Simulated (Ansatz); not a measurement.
Consider Sr₂C.

Input

```
crystal:
  lattice:
    - [4.2584033043, 0.0, 0.0]
    - [-2.1292016521, 3.6878854411, 0.0]
    - [0.0, 0.0, 7.4804480352]
  atoms:
    - { symbol: Sr, position: [0.6666666667, 0.3333333333, 0.5] }
    - { symbol: Sr, position: [0.6666666667, 0.3333333333, 0.0] }
    - { symbol: C, position: [0.0, 0.0, 0.5], spin: 1.19 }
basis:
  ecutwfc: 420
kpoints:
  mp_grid: { grid: [12, 12, 6] }
hamiltonian:
  xc: pbe
scf:
  occupations: { method: gaussian, width: 0.1 }
output:
  forces: true
  stress: true
  eigenvalues: true
  populations: true
  write_density: true
  write_potential: true
  elf: true
  volumetric_format: npy
magnetization:
  spin_polarized: true
relax:
  adjacent_minimum: "off"
  f_tol: 0.01
  max_steps: 80
  cell: { stress_tol: 0.05 }
```

Run with:

```sh
ansatz run input.yaml --threads 1 --pin off --max-ram 2560MiB --backend cpu --events-out ev --progress --plain --runs-dir out
```

Below, planes, directions and counts refer to the conventional cell (a = 4.36 Å, b = 4.36 Å, c = 7.67 Å, α = 90.00°, β = 90.00°, γ = 120.00°).

The fields are those of the relaxed geometry.

Space group P-6m2; a structure generated by program, which may or may not match a known phase; spin-polarised.

Theory: Ansatz, DFT PBE, scalar-relativistic, plane waves, PAW.

What will maps of the valence pseudo-density, electron localisation function and spin density show?

Answer. Sr–C (2.51 Å): ρ is about 0.29 e/Å³ halfway; the ELF peaks at about 0.85 in the valence shell of C, 0.7 Å from its nucleus, and drops to about 0.15 between the two atoms (no localised pair shows between them).
The ELF has a maximum of about 0.70 in the space between the atoms, on no atom or two-centre bond.
The spin density sits on C: +1.1 μB in one cell of 3 atoms, with smaller moments on Sr (up to +0.09 μB): parallel main moments, as they must be, since the calculation's own cell holds one magnetic site. The cell of the calculation (3 atoms) carries 1.7 μB of net spin moment.

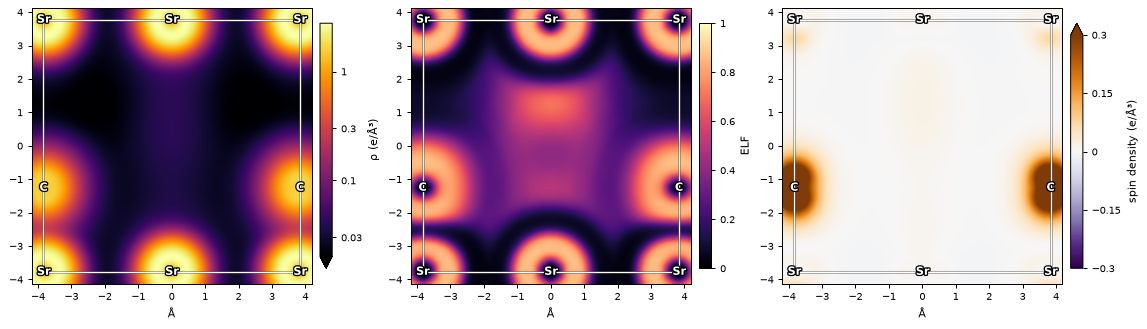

Computed valence pseudo-density, electron localisation function and spin density on the (110) plane of the conventional cell, in this order. 

The density is the valence pseudo-density of a PAW calculation; it isn't the true density close to the nuclei.
